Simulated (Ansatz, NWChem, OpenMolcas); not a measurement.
**Calibrating PBE0/aug-cc-pVDZ on carbon molecules**

The dipole moment in D of 6 carbon molecules: x at PBE0/aug-cc-pVDZ, y as measured (NIST CCCBDB). Shapes, held fixed at every level: PBE0-D4/def2-TZVP. Programs: Ansatz 0.2.0, NWChem 7.3.0, OpenMolcas 26.06. A level may come from different programs for different species; with the same settings they agree closely.

| molecule | x (D) | y (D) |
| --- | --- | --- |
| C2H2F2 (vinylidene fluoride) | 1.24 | 1.38 |
| CHBrF2 (bromodifluoromethane) | 1.38 | ? |
| C2H3Br (vinyl bromide) | 1.49 | 1.42 |
| CH2Cl2 (dichloromethane) | 1.68 | 1.60 |
| CH2ClF (chlorofluoromethane) | 1.83 | 1.82 |
| C2H5F (SMILES CCF) | 1.92 | 1.96 |

Question: Fit y = c + s·x to the known rows and predict y for CHBrF2.

Answer: 
1. Means of the 5 rows: x = 1.6320, y = 1.636.
2. Σ(Δx)² = 0.29828, Σ(Δx·Δy) = 0.25904, so the slope is 0.25904/0.29828 = 0.86845.
3. Intercept: 1.636 − (0.86845) × 1.6320 = 0.219. The largest residual of the fit is 0.093.
4. CHBrF2: 0.219 + 0.86845 × 1.38 = 1.42 D.

The measured value is 1.50 D, so the prediction is off by -0.08 D, within the largest residual. Uncorrected, PBE0/aug-cc-pVDZ misses it by -0.12 D, and the other rows by 0.07 on average. The line removes about 30 % of this miss. Left out in turn, the other rows are missed by 0.14 D on average, worse than no correction. Relativity is left out for Br.

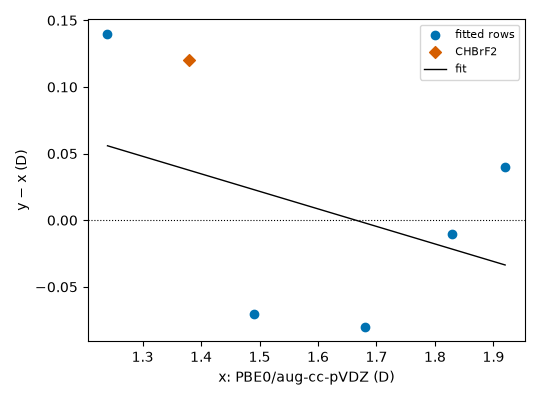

The correction y − x against x, with the fitted line and the withheld molecule.
